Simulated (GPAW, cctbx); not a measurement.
# Li2Cu: deformation density and structure factors from DFT

Question: by how much does bonding change the X-ray structure factors of Li2Cu, how firmly does DFT give the change, and what does a routine refinement make of it?

The start was made by putting kin elements into a known structure type; the compound need not exist, or be stable, in this form. All numbers below are calculated.

## 1. Relax the structure

The density hangs on the geometry, so cell and atoms are relaxed first, with the symmetry held. The cutoff is set higher than for the density because stress converges slowly with plane waves.

Settings: GPAW 26.7.0, PBE, 670 eV, 5×5×5 k-points, Fermi–Dirac width 0.1 eV, BFGS to 0.03 eV/Å.

```text
cell
1.0
     0.000000000    0.000000000    4.857000000
    -3.135500000    3.135500000    2.428500000
    -3.135500000   -3.135500000    2.428500000
Cu Li
2 4
Direct
0.250000000 0.000000000 0.000000000
0.750000000 0.000000000 0.000000000
0.157400000 0.185200000 0.500000000
0.342600000 0.500000000 0.814800000
0.842600000 0.814800000 0.500000000
0.657400000 0.500000000 0.185200000
```

```console
$ OMP_NUM_THREADS=1 mpirun -n 4 gpaw python run.py > gpaw.log
```

```text
BFGS:    0      -15.211179        0.218806
BFGS:    1      -15.213994        0.208858
BFGS:    2      -15.245365        0.069237
BFGS:    3      -15.245785        0.066186
BFGS:    4      -15.245946        0.063596
BFGS:    5      -15.246428        0.052337
BFGS:    6      -15.247225        0.031448
BFGS:    7      -15.248022        0.013588
cell  4.9099 5.0644 5.0644  76.41 61.00 61.00
volume 96.340 A^3, largest force 0.010 eV/A, largest stress 0.09 GPa
```

After 7 steps the volume has changed by +0.9 % and the energy by -0.037 eV; the largest stress left is 0.09 GPa. It took 48 s on 4 cores of Arm Neoverse V2 (shared host), peak memory 0.98 GiB.

Relaxed structure: I4/mcm (no. 140), a = 6.2644 Å, b = 6.2644 Å, c = 4.9099 Å, α = 90.00°, β = 90.00°, γ = 90.00°.

| atom | mult. | x | y | z |
| --- | --- | --- | --- | --- |
| Cu1 | 4 | 0 | 0 | 1/4 |
| Li1 | 8 | 0.6667 | 0.8333 | 1/2 |

## 2. Density and charge transfer

X-rays see the whole electron density, so the PAW density is rebuilt with its core regions. Subtracting spherical free atoms from the same code cancels the cores and leaves the deformation density Δρ, the part due to bonding.

Settings: PBE, 550 eV, 6×6×6 k-points, Fermi–Dirac width 0.1 eV; primitive cell of 6 atoms.

```console
$ OMP_NUM_THREADS=1 mpirun -n 4 gpaw python run.py > gpaw.log
```

```text
|iter:   1|       0s |  -20.584587 | +0.28 |       |
|iter:   2|       1s |  -16.227833 | -0.53 | -0.55 |
|iter:   3|       2s |  -15.470367 | -1.18 | -0.98 |
...
|iter:  11|       9s |  -15.164140c| -6.46 | -4.03c|
|iter:  12|      10s |  -15.164144c| -7.23 | -4.35c|
|iter:  13|      10s |  -15.164145c| -8.20c| -5.29c|
```

```text
gpts.py:43: UserWarning: Initial realspace grid (27,28,28) inconsistent with symmetries.
gpts.py:43: UserWarning: Initial realspace grid (27,28,28) inconsistent with symmetries.
gpts.py:43: UserWarning: Initial realspace grid (27,28,28) inconsistent with symmetries.
gpts.py:43: UserWarning: Initial realspace grid (27,28,28) inconsistent with symmetries.
gpts.py:70: UserWarning: Using symmetrized grid: (28,28,28).
gpts.py:70: UserWarning: Using symmetrized grid: (28,28,28).
gpts.py:70: UserWarning: Using symmetrized grid: (28,28,28).
gpts.py:70: UserWarning: Using symmetrized grid: (28,28,28).
grid (56, 56, 56)  electrons 70.000  moved by bonding 0.669 e
deformation density beyond 0.5 A of the nuclei: max 0.061, min -0.192 e/A^3
atom        x       y       z   Voronoi charge  moment
Cu1    0.2500  0.0000  0.0000      0.007       0.00
Cu2    0.7500  0.0000  0.0000      0.007       0.00
Li3    0.1667  0.1666  0.5000     -0.004       0.00
Li4    0.3333  0.5000  0.8334     -0.004       0.00
Li5    0.8333  0.8334  0.5000     -0.004       0.00
Li6    0.6667  0.5000  0.1666     -0.004       0.00
mean inner potential of superposed free atoms 12.244 V
total magnetic moment 0.000 muB
```

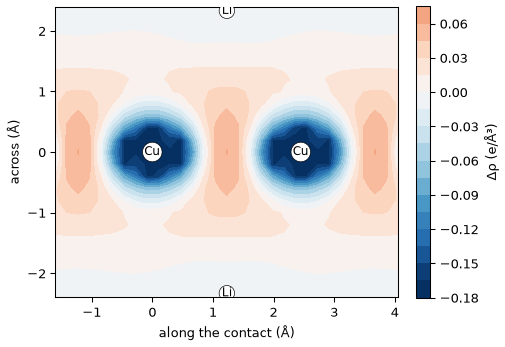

Deformation density in a plane through the shortest contact of the Cu atom at the origin; red gains electrons, blue loses them.

Hardly any net charge crosses the Voronoi midplanes, which need not mean no transfer: free-atom tails already reach into the neighbours' cells. Along the shortest contact from the Cu atom at the map's origin, Cu–Cu at 2.45 Å, Δρ is +0.06 e/Å³ at the midpoint: little piles up between the atoms, as is usual in a metallic crystal, which this run finds. At the midpoints of other shortest contacts it is +0.02 (Cu–Li, 2.64 Å) and 0.00 (Li–Li, 2.86 Å) e/Å³. Point values carry grid noise of about 0.01 e/Å³. The run needed 13 iterations, 15 s.

## 3. Structure factors

The Fourier components of Δρ, added to those of the free atoms, give the static X-ray structure factors; the Mott–Bethe relation turns them into the Fourier components V of the potential that fast electrons feel.

```text
static structure factors of the conventional cell: F in electrons, V (Mott-Bethe) in volts
   h  k  l      d  |F| table  |F| free   |F| DFT   change   |V| free  |V| DFT  change %
   1  1  0  4.4296   102.429   102.231   102.340    0.109     3.630    3.579     -1.4
   2  0  0  3.1322    92.588    92.186    91.582   -0.604     2.754    2.895      5.1
   0  0  2  2.4550    79.754    79.195    78.307   -0.888     1.836    1.963      6.9
   2  1  1  2.4333    10.368    10.335    10.289   -0.047     1.079    1.086      0.6
   2  2  0  2.2148    93.732    93.066    92.203   -0.863     3.378    3.479      3.0
   1  1  2  2.1472    92.640    91.966    91.127   -0.839     3.293    3.385      2.8
   3  1  0  1.9810    92.914    92.225    91.514   -0.710     3.339    3.405      2.0
   2  0  2  1.9322    91.931    91.248    90.563   -0.685     3.265    3.326      1.9
   2  2  2  1.6445    75.907    75.391    74.959   -0.431     2.226    2.253      1.2
   3  2  1  1.6379     0.010     0.010     0.031    0.021     0.001    0.001        -
   4  0  0  1.5661    70.907    70.468    70.026   -0.442     1.958    1.984      1.3
   3  1  2  1.5417    70.235    69.816    69.439   -0.377     1.933    1.954      1.1
   3  3  0  1.4765    62.705    62.384    62.047   -0.337     1.536    1.553      1.1
   4  1  1  1.4514     8.443     8.384     8.365   -0.019     0.483    0.484      0.2
```

The largest X-ray change is -0.89 e on 002, 1.1 % of |F|. For electrons V goes as (Z − F)/g², so a change of F counts against Z − F, which is small at low angle and wherever the atoms' terms cancel: |V| of 002 moves by +6.9 % (1.84 to 1.96 V) against -1.1 % in |F|. The last three rows still change by up to 0.38 e; the table stops while the angles are still low. The tabulated Hartree–Fock atoms differ from the free DFT atoms by up to 0.69 e, so the choice of reference atom matters too.

## 4. Which functional?

The same geometry is run with other functionals, to see whether the bonding signal is larger than the spread between approximations. Free atoms are LDA for LDA and PBE otherwise. Any other changed setting is in the row's label.

| run | ΔF 002 (e) | ΔF 220 (e) | ΔF 112 (e) | q(Li) (e) | moved (e) | time |
| --- | --- | --- | --- | --- | --- | --- |
| PBE | -0.888 | -0.863 | -0.839 | -0.004 | 0.669 | 15 s |
| LDA | -0.880 | -0.867 | -0.832 | +0.001 | 0.682 | 14 s |
| revPBE | -0.875 | -0.847 | -0.826 | -0.004 | 0.668 | 15 s |

At the base's settings ΔF(002) spans -0.888 to -0.875 e, a spread of 1 % of the PBE value; over the three listed reflections the spread is at most 2 %, so sign and size hold across the functionals. Times are from shared hosts.

## 5. Refining ordinary atoms against data with bonding

Routine crystallography fits spherical atoms. To see the bias, intensities are simulated from tabulated atoms plus the DFT change ΔF, so that bonding alone can misfit (4158 reflections of the full sphere, merged to the counts below, to 0.45 Å, 0.5 % proportional noise plus counting noise, assumed isotropic U as listed, Δρ smeared by the mean U) and refined with cctbx over different ranges.

```csv
range,data,R1,GooF,U Cu1 (true 0.0098),U Li1 (true 0.017),largest shift (Å),"Δρ max, min (e/Å³)"
all data,319,0.0037,1.12,0.0098,0.0167,0.0003,"0.19, -0.20"
"low resolution, d > 0.84",54,0.0022,1.23,0.0095,0.0163,0.0003,"0.06, -0.07"
"high order, d < 0.75",240,0.0044,0.97,0.0098,0.0169,0.0004,"0.15, -0.12"
"occupancies free, d > 0.7",96,0.0025,1.17,0.0096,0.0165,0.0006,"0.10, -0.08"
```

With all data GooF is 1.12, so at this noise the bonding hardly shows; the top residual peak lies 1.61 Å from Li and 2.00 Å from Li. U of Li1 is off by -4 % at low resolution and by -1 % from high-order data, where mostly the cores scatter (GooF 0.97). With Cu1 held at 1 and the scale free, the other occupancies refine to Li1 1.001(0.005), within three s.u. of full.

## 6. Answer

Bonding moves 0.67 e in the primitive cell of Li2Cu and changes the structure factors of the conventional cell in the table above by at most 0.89 e (002, 1.1 %). The shortest bond, Cu–Cu, has Δρ = +0.06 e/Å³ at its midpoint, with no localised bond charge. At the base's settings ΔF(002) spans -0.888 to -0.875 e, a spread of 1 % of the PBE value; over the three listed reflections the spread is at most 2 %, so sign and size hold across the functionals. With all data GooF is 1.12, so at this noise the bonding hardly shows. Limits: static density, frozen cores, no spin–orbit coupling.

[Outputs are excerpts: Python notices, other lines and further rows are left out; steps that failed or that the build refused (PBEsol, TPSS) are not shown.]

[Logs are printed without paths, hosts, clocks, repeated set-up lines and the standing remarks that a program may print on its own settings, such as how far it seeks lower states.]
